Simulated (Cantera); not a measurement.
A closed system holds: 1 mol MgO, 7.3 mol C, 0.46 mol H2, at 0.100 bar.

Equilibrium computed with Cantera from the NASA thermochemical tables; the gas is ideal and each condensed phase is pure. Candidate condensed phases: C, C6H6, C7H8, C8H18, H2O, Mg, MgCO3, MgO, Mg(OH)2; 116 gas species. The tables' values for MgH are old estimates; treat these amounts as uncertain. Kinetics and transport are ignored.

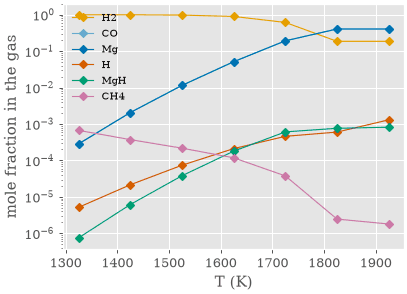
Figure: Equilibrium gas composition (values under 1e-9 drawn at 1e-9)

Question: Read off the mole fractions at 1425 K.

Answer: H2 about 1.00, CO about 0.0021, Mg about 0.0021, CH4 about 0.00037, H about 2.2e-5, MgH about 6.2e-6.
